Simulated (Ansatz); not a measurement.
# Calculations on C$_{2}$H$_{8}$BNSi

## 1. Relaxation

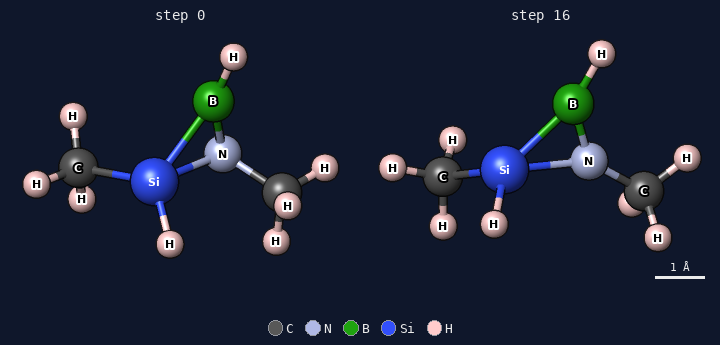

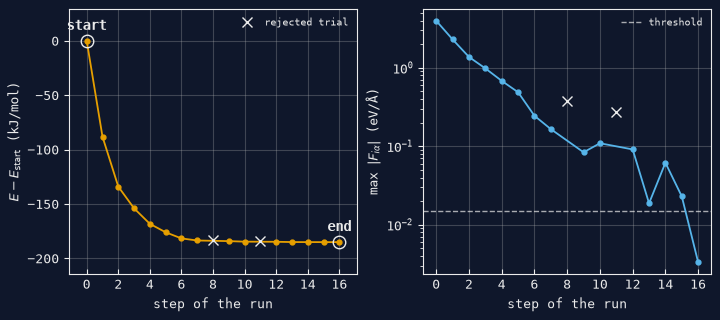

First and last geometry of a relaxation of C₂H₈BNSi, with the history of the run. A ball-and-stick model, seen at a tilt.

The run prepares an end point of a later path (torsion) calculation, from a guessed geometry.

All numbers below come from RKS PBE-D4/def2-SVP (Ansatz 0.2.0). Settings: no spin polarisation; force threshold 0.015 eV/Å; at most 40 steps.

> Read the history and describe the run.

It converged. The energy falls by 185.0 kJ/mol in 14 accepted moves (16 points after the start). The largest force component goes from 4 to 0.0033 eV/Å. The line search rejected the trial steps at points 8, 11 of the run. The largest moves after the best rigid fit, 1.07 Å, are those of H atoms. By element the largest moves are H 1.07 Å, N 0.79 Å, Si 0.42 Å, B 0.38 Å, C 0.25 Å. Some distances before and after: B–N 1.525 → 1.388 Å, B–Si 2.035 → 1.948 Å, H–Si 1.450 → 1.509 Å, C–H 1.162 → 1.111 Å. Among the angles between lasting bonds that change: C–N–Si 109.3° → 146.3°, C–N–B 108.2° → 139.8°, N–B–H 150.5° → 135.7°.

## 2. Relaxation

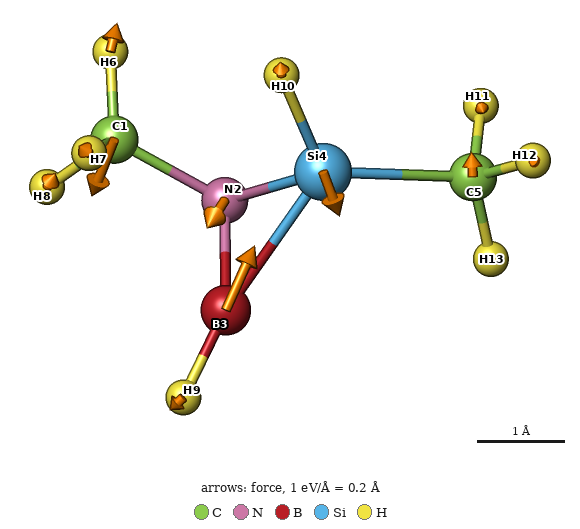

Starting geometry of C2H8BNSi with the computed forces as orange arrows. A ball-and-stick model, seen face on.

The run prepares an end point of a later path (torsion) calculation, from a guessed geometry.

All numbers below come from RKS PBE-D4/def2-SVP (Ansatz).

Input file:
```yaml
crystal:
  periodic: [false, false, false]
  atoms:
    - { symbol: C, position_ang: [-0.4712, -0.5891, 1.8416] }
    - { symbol: "N", position_ang: [-0.6497, -0.5404, 0.3662] }
    - { symbol: B, position_ang: [-2.10939, -0.85175, 0.05302] }
    - { symbol: Si, position_ang: [-0.64794, -2.22527, -0.29243] }
    - { symbol: C, position_ang: [0.06196, -2.10372, -2.04645] }
    - { symbol: H, position_ang: [0.5243, -0.6702, 2.2] }
    - { symbol: H, position_ang: [-1.1219, -1.3574, 2.2499] }
    - { symbol: H, position_ang: [-0.8685, 0.4321, 2.2281] }
    - { symbol: H, position_ang: [-3.2523, -0.63449, 0.19688] }
    - { symbol: H, position_ang: [-0.12721, -3.14051, 0.70455] }
    - { symbol: H, position_ang: [1.13075, -1.73437, -1.97823] }
    - { symbol: H, position_ang: [0.04682, -3.14319, -2.4502] }
    - { symbol: H, position_ang: [-0.49189, -1.38977, -2.68217] }
basis:
  gaussian: { orbitals: def2-SVP }
hamiltonian:
  xc: pbe
  dispersion: d4
relax:
  f_tol: 0.015
  max_steps: 40
```

Run as
```bash
ansatz run input.yaml --threads 2 --pin off --max-ram 3072MiB --backend cpu --events-out ev --progress --plain --runs-dir out
```

Is this structure relaxed? If not, where do the atoms go?

Answer. It isn't relaxed: the largest force vector, on C atoms, is 4.19 eV/Å. The final displacements have little in common with the starting forces (cosine between the two patterns 0.13). The largest moves after the best rigid fit, 1.15 Å, are those of H6 and H7. By element the largest moves are H 1.15 Å, N 0.81 Å, Si 0.43 Å, B 0.40 Å, C 0.24 Å. Some distances before and after: N2–B3 1.525 → 1.388 Å, B3–Si4 2.035 → 1.948 Å, Si4–H10 1.450 → 1.509 Å, C1–H8 1.162 → 1.110 Å. Bond angles that change, for instance: C1–N2–Si4 109.3° → 146.4°, C1–N2–B3 108.2° → 139.8°, N2–B3–H9 150.5° → 135.7°. The energy falls by 45.8 kcal/mol in 15 accepted moves (17 points after the start). The largest force component goes from 3.9 to 0.0069 eV/Å. The line search rejected the trial steps at points 8, 13 of the run. The forces were under the threshold at step 14, but the run went on from there.

## 3. Path

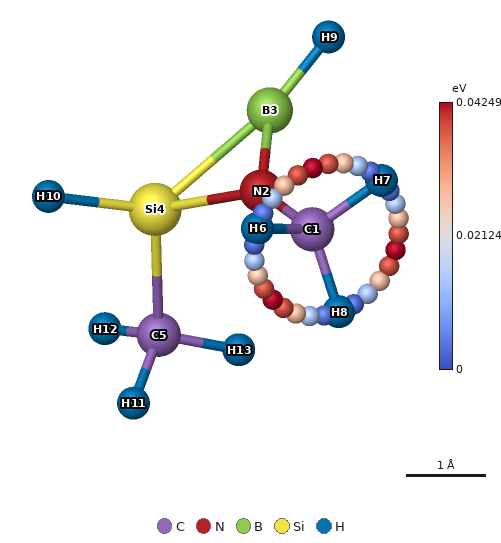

A nudged-elastic-band calculation for C2H8BNSi. Images are numbered from 0 (start) to 10 (end). The start is drawn whole; smaller spheres mark the moving atoms (H) in the later images, joined by lines and coloured by the energy of the image relative to the start. A ball-and-stick model, seen from a free direction.

These are results of RKS PBE-D4/def2-SVP in Ansatz, not measurements. Set-up: 9 movable images; climbing image; force threshold 0.05 eV/Å; iteration limit 60; starting path by image-dependent pair potential.

Q: Describe the path and its energy.

A: The motion is a rotation about the C1–N2 bond by about 120°. No bond forms or breaks between the ends. The two ends have the same energy, and the highest point, image 5, lies 0.042 eV above the start. The band is converged. At the top, the vibrational analysis gives one imaginary mode (130i cm⁻¹), as a transition state must have.

Cost: 98 s on 2 threads of Arm Neoverse V1, with other jobs on the host, peak memory 0.15 GiB.
